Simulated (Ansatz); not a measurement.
```xyz
17

C     1.9864   -1.3483   -0.0413
C     0.8357   -0.4101   -0.2133
C     0.7611    0.4901   -1.2723
C    -0.3144    1.3507   -1.4128
C    -1.3470    1.3262   -0.4861
C    -1.2869    0.4376    0.5708
O    -2.2457    0.3282    1.5395
C    -0.2034   -0.4273    0.7100
O    -0.1542   -1.2949    1.7502
H     2.7159   -1.2170   -0.8409
H     1.6506   -2.3887   -0.0442
H     2.4876   -1.1859    0.9167
H     1.5673    0.5101   -1.9972
H    -0.3538    2.0442   -2.2438
H    -2.1972    1.9949   -0.5831
H    -2.9520    0.9554    1.3689
H    -0.9501   -1.1653    2.2789
```

Geometry: PBE0-D4/def2-TZVP.

Level of theory: RKS PBE0-D4/def2-TZVPP in Ansatz 0.2.0.

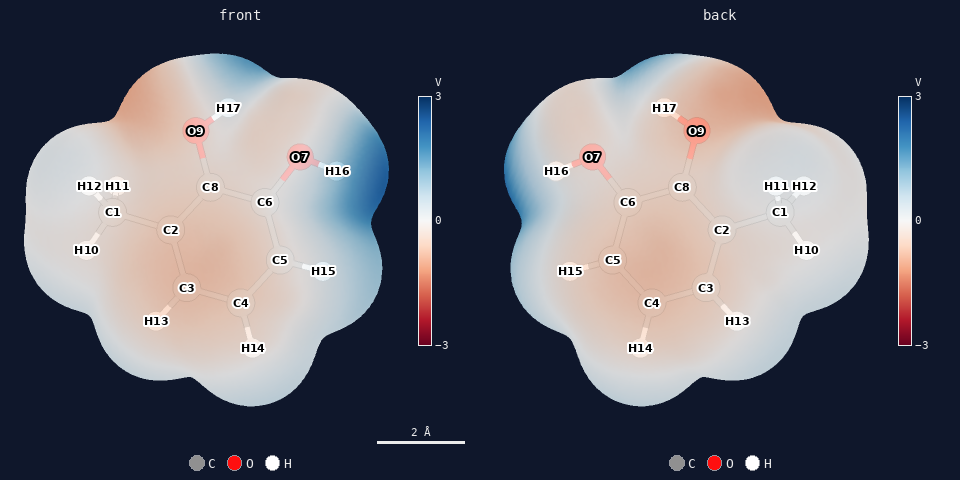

C7H8O2 (SMILES Cc1cccc(O)c1O). The molecular electrostatic potential painted on the density surface at 0.001 e/bohr³, seen from the front and from behind; red is negative and blue positive.

Describe the electrostatic potential map.

The most negative region (about −1.1 V, or −25 kcal/mol for a unit charge) lies over O9, the most positive (about +2.3 V, or +53 kcal/mol for a unit charge) over H16. O9 is the likeliest acceptor of a hydrogen bond.
